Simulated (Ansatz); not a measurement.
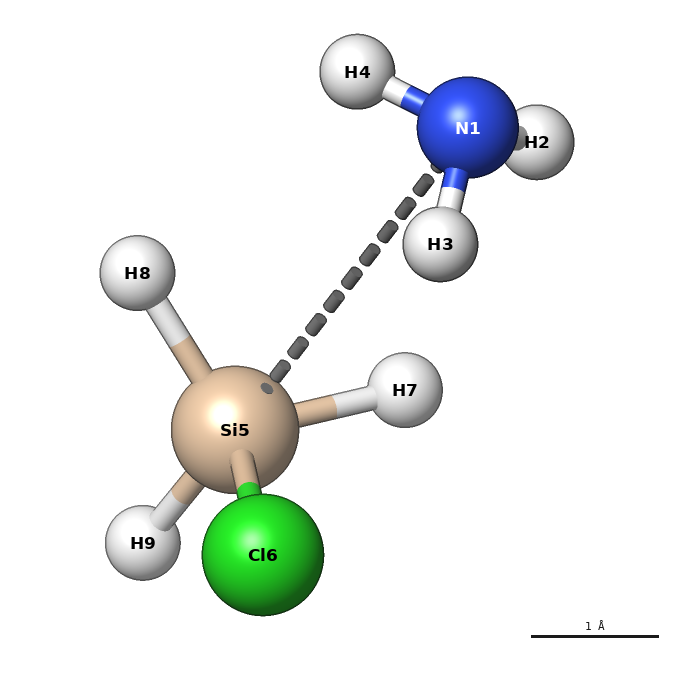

Two molecules or ions; the broken line marks their closest contact (measured against van der Waals radii). The geometry was computed by an optimisation with PBE0-D4/def2-TZVP. Program: Ansatz 0.2.0.

Which two species are they?

NH3 and ClH3Si (`N.[SiH3]Cl`).

How long is the contact?

N1···Si5 is 3.73 Å.

Give the counterpoise-corrected interaction energy (kJ/mol, monomers kept as in the pair) with CCSD(T)/CBS (MP2 limit from def2-TZVPPD and def2-QZVPPD plus CCSD(T) − MP2); r2SCAN-D4/def2-TZVPPD; PBE-D4/def2-SVP; SPW92 (LDA)/def2-SVP; PBE-D4/STO-3G; PBE0-D4/def2-TZVPPD; ωB97M-V/def2-SVP.

```csv
level,interaction energy (kJ/mol)
CCSD(T)/CBS (MP2 limit from def2-TZVPPD and def2-QZVPPD plus CCSD(T) − MP2),−5.1
r2SCAN-D4/def2-TZVPPD,−6.3
PBE-D4/def2-SVP,−6.9
SPW92 (LDA)/def2-SVP,−10.4
PBE-D4/STO-3G,−2.6
PBE0-D4/def2-TZVPPD,−6.2
ωB97M-V/def2-SVP,−4.1
```
